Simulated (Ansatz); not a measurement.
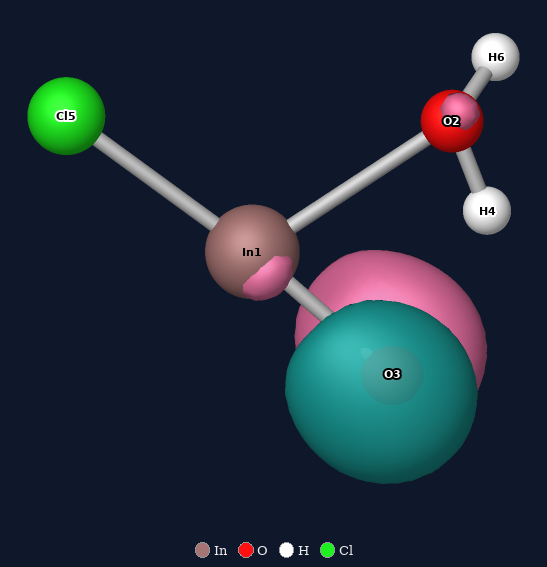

ClH2InO2. One frontier orbital at ±0.15 Å⁻³ᐟ² (teal and pink are the two phases), seen across its widest extent.

Core potentials replace the inner electrons of In.

Theory: RKS BHLYP/def2-SVP in Ansatz 0.2.0.

Input file:

```
crystal:
  periodic: [false, false, false]
  atoms:
    - { symbol: In, position_ang: [-1.226881, 0.864606, 0.661163] }
    - { symbol: O, position_ang: [1.457142, -0.850719, -0.435502] }
    - { symbol: O, position_ang: [-1.572973, -0.852762, 0.059012] }
    - { symbol: H, position_ang: [0.618958, -1.307394, -0.290235] }
    - { symbol: Cl, position_ang: [-0.834941, 3.012423, 1.390171] }
    - { symbol: H, position_ang: [1.558695, -0.866155, -1.384709] }
basis:
  gaussian: { orbitals: def2-SVP }
hamiltonian:
  xc: { name: BHLYP }
relax:
  f_tol: 0.03
  max_steps: 50
output:
  orbitals: {}
```

Launched as:

```sh
ansatz run input.yaml --threads 2 --pin off --max-ram 3072MiB --backend cpu --events-out ev --progress --plain --runs-dir out
```

The fields are those of the run's last geometry, not of the input's.

Which orbital is it: HOMO or LUMO?

Answer. The HOMO, at −8.47 eV. It lies mainly on O3 (about 80 %) and In1 (about 15 %); largely a lone pair of O3.
